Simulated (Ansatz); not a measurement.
Al₂TlAs₃

Input file:

```
crystal:
  lattice:
    - [3.8395362731, 2.8e-09, 0.0]
    - [-1.919768139, 3.3251359499, 0.0]
    - [0.0, 0.0, 9.7274393133]
  atoms:
    - { symbol: Al, position: [0.3333333333, 0.6666666667, 0.6619591506] }
    - { symbol: Al, position: [0.6666666667, 0.3333333333, 0.3380408494] }
    - { symbol: Tl, position: [0.0, 0.0, 0.0] }
    - { symbol: As, position: [0.3333333333, 0.6666666667, 0.2104949041] }
    - { symbol: As, position: [0.6666666667, 0.3333333333, 0.7895050959] }
    - { symbol: As, position: [0.0, 0.0, 0.5] }
kpoints:
  mp_grid: { grid: [12, 12, 4] }
  band_path:
    path:
      - [0.0, 0.0, 0.0]
      - [0.5, 0.0, 0.0]
      - [0.3333333333, 0.3333333333, 0.0]
      - [0.0, 0.0, 0.5]
      - [0.5, 0.0, 0.5]
      - [0.3333333333, 0.3333333333, 0.5]
    npoints: 1
hamiltonian:
  xc: r2scan
  dispersion: rvv10
scf:
  occupations: { method: fermi_dirac, width: 0.03 }
  n_extra_bands: 5
output:
  forces: true
  stress: true
  eigenvalues: true
  write_density: true
  write_potential: true
  elf: true
  volumetric_format: npy
```

Run with:

```sh
ansatz run input.yaml --threads 2 --pin off --max-ram 20275MiB --backend cpu --events-out ev --progress --plain --runs-dir out
```

Below, planes, directions and counts refer to the conventional cell (a = 3.84 Å, b = 3.84 Å, c = 9.73 Å, α = 90.00°, β = 90.00°, γ = 120.00°).

Space group P-3m1; a structure from a database of computed crystals, not necessarily the ambient phase; started from the K2NaCl3-164 prototype, which need not be the ambient phase.

These are results of DFT, r2SCAN+rVV10, plane waves, PAW in Ansatz 0.2.0, not measurements.

In a PAW calculation such maps are meaningful between the atoms, not at the nuclei.

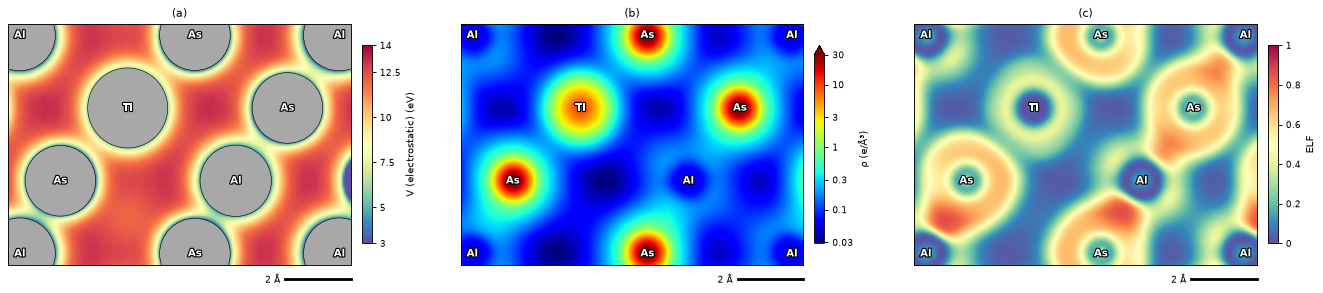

Figure 1. (a) electrostatic potential (local pseudopotential plus Hartree) felt by an electron; (b) valence electron density; (c) ELF on the (110) plane of the conventional cell. Grey discs cover the atomic cores in the potential map.

Q: What does the map show?

A: The section cuts through Al, Tl and As sites. Al–As (2.54 Å): the density is about 0.41 e/Å³ at the midpoint; the ELF peaks at about 0.85 between the atoms. Tl–As (3.02 Å): ρ at the midpoint is about 0.22 e/Å³; the ELF is about 0.30 at the midpoint. Al–As (2.72 Å): ρ at the midpoint is about 0.29 e/Å³; the ELF peaks at about 0.75 between the atoms. Between the atoms the lowest density in this plane is 0.03 e/Å³. Outside the cores the potential energy rises away from the atoms and is highest about 2.3 Å from the nearest atoms; its zero is arbitrary.

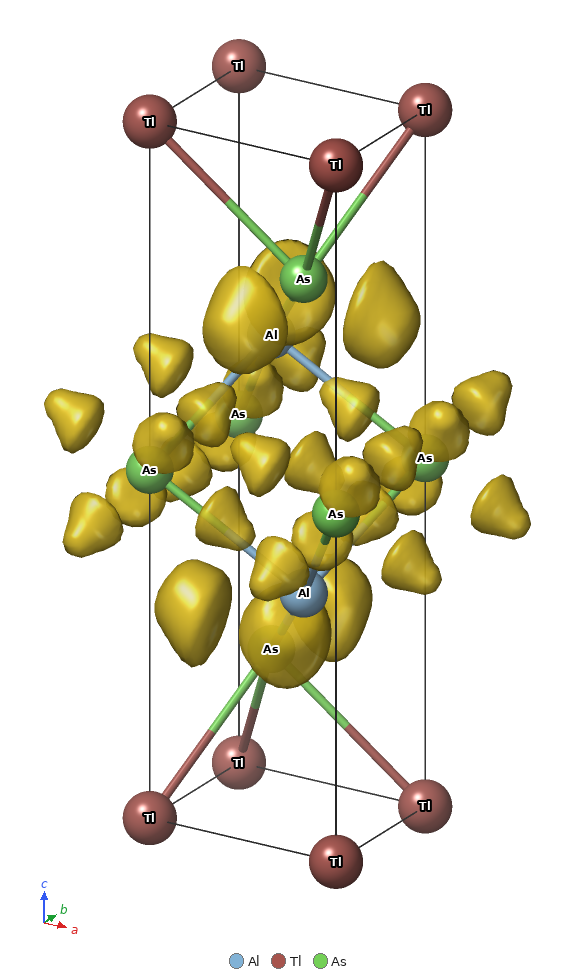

Figure 2. Isosurface of the electron localisation function at 0.7 (yellow), seen slightly off an axis. Only the valence region is drawn (cores and ρ < 0.01 e/Å³ removed). Sticks mark near contacts.

Q: Identify the bonds, lone pairs and shells in this picture.

A: The surface consists of twelve regions between bonded Al–As atoms (shared pairs), counted in one cell of 6 atoms. Regions shared between cells count once.
